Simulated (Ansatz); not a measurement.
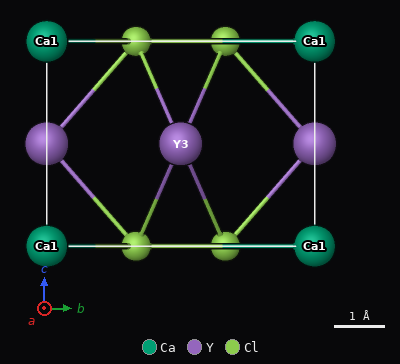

Solid CaY3Cl2 (a generated structure, set up in P6/mmm) (coarse preliminary run), before the relaxation. Style: ball-and-stick. Shown: the cell of the calculation, along the a axis.

Level of theory: DFT PBE, scalar-relativistic, plane waves, PAW in Ansatz.

The input:
```yaml
crystal:
  lattice:
    - [6.28904264, 0.0, 0.0]
    - [-3.14452132, 5.4464707, 0.0]
    - [0.0, 0.0, 4.16389457]
  atoms:
    - { symbol: Ca, position: [0.0, 0.0, 0.0] }
    - { symbol: "Y", position: [0.5, 0.0, 0.5] }
    - { symbol: "Y", position: [0.0, 0.5, 0.5] }
    - { symbol: "Y", position: [0.5, 0.5, 0.5] }
    - { symbol: Cl, position: [0.66666667, 0.33333333, 0.0] }
    - { symbol: Cl, position: [0.33333333, 0.66666667, 0.0] }
basis:
  ecutwfc: 420
kpoints:
  mp_grid: { grid: [3, 3, 4] }
hamiltonian:
  xc: pbe
scf:
  occupations: { method: gaussian, width: 0.1 }
  lower_state_search: "off"
output:
  forces: true
  stress: true
  eigenvalues: true
relax:
  adjacent_minimum: "off"
  f_tol: 0.04
  max_steps: 70
  cell: { stress_tol: 0.4 }
```

Launched with:
```bash
ansatz run input.yaml --threads 1 --pin off --max-ram 2048MiB --backend cpu --events-out ev --progress --plain --runs-dir out
```

### Where does the relaxation end?

The atoms keep their places relative to the cell (all moves are under 0.005 Å). The volume changes by +17.2 %, with a = b 6.289 → 7.194 Å (+14.4 %), c 4.164 → 3.728 Å (−10.5 %). Near-neighbour distances that change, for instance: Ca1–Cl5 3.631 → 4.153 Å, Y2–Y3 3.145 → 3.597 Å, Y2–Cl5 2.762 → 2.791 Å. Bond angles that change, for instance: Y2–Cl5–Y2 97.8° → 83.8°, Cl5–Y4–Cl5 97.8° → 83.8°, Cl5–Y4–Cl6 82.2° → 96.2°. The space group stays P6/mmm (No. 191). Over 5 accepted moves (6 points after the start) the energy falls by 1.262 eV per cell of the calculation. All forces vanish by symmetry, so only the cell relaxes. The pressure goes from 9.25 to 0.18 GPa. The SCF was repeated once at an unchanged geometry on a basis and grid sized afresh for the cell, which shifted the energy by 6.2 meV per cell of the calculation at most.

Final geometry:

```xyz
6
Lattice="7.1936 0.0000 0.0000 -3.5968 6.2298 0.0000 0.0000 0.0000 3.7285" Properties=species:S:1:pos:R:3 pbc="T T T"
Ca    3.5968    6.2298    3.7285
Y     0.0000    6.2298    1.8642
Y     5.3952    3.1149    1.8642
Y     1.7984    3.1149    1.8642
Cl    3.5968    2.0766    3.7285
Cl    0.0000    4.1532    3.7285
```

The end point in the same view:

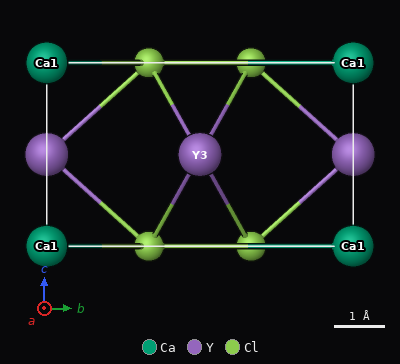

Limits of the set-up: the k-point mesh is coarse for a cell with partly filled bands.
